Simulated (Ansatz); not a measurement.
GaAs (zinc blende)

```
CELL_PARAMETERS angstrom
      0.00000     5.66670     5.66670
      2.83335     0.00000     2.83335
      2.83335     2.83335     0.00000
ATOMIC_POSITIONS crystal
  As 0.37500 0.75000 0.75000
  As 0.87500 0.75000 0.75000
  Ga 0.00000 0.00000 0.00000
  Ga 0.50000 0.00000 0.00000
```

A phonon eigenvector at L = (0.5, 0.0, 0.0) is frozen into this cell: atom i moves by Q times the vector below, so Q is the largest atomic displacement, in Å. The cell is held. It is one choice among 2 degenerate patterns. (q is in reciprocal vectors of the primitive cell; the cell shown is doubled to hold the pattern.)

```
atom       x       y       z
----  ------  ------  ------
As1    0.268  -0.488   0.756
As2   -0.268   0.488  -0.756
Ga3   -0.285   0.520  -0.805
Ga4    0.285  -0.520   0.805
```

These are r2SCAN (plane waves to 500 eV, PAW, scalar-relativistic; Ansatz, an electronic-structure program) values and carry that method's errors. k mesh 5×10×10 (Γ-centred), Fermi-Dirac smearing 0.05 eV. E stands for the smeared free energy. GaAs was relaxed with its symmetry unable to fall. ΔE is measured from the undisplaced structure.

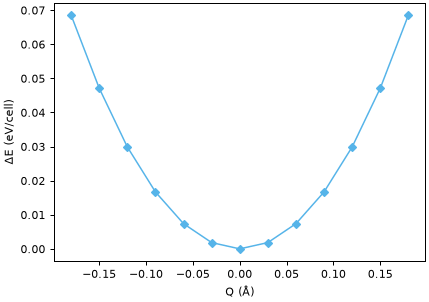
Figure. ΔE (eV/cell) against Q (Å); markers are the computed points, lines only join them.

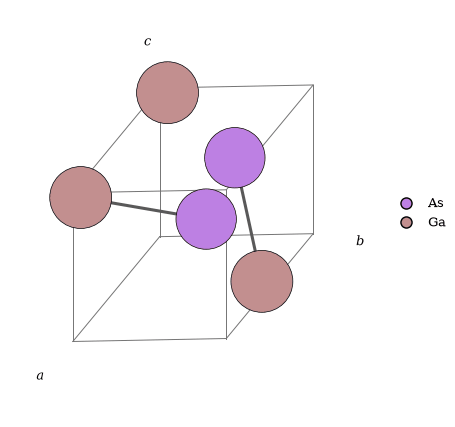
Fig. 1. The cell of the calculation at Q = -0.180 Å.

The energy at Q = 0.180 Å comes out as 68.6 meV/cell. Space group of the distorted cell: P1 (No. 1), lowered from F-43m. Symmetry of the curve: even: the same for both signs. Wavenumber by perturbation theory (DFPT, on another k mesh): 64 cm⁻¹. Shape of the curve: a single well with its minimum at or next to zero displacement.

(For displaced atoms, the force is minus the slope of the energy, and its curvature is a force constant, which sets phonon frequencies.)
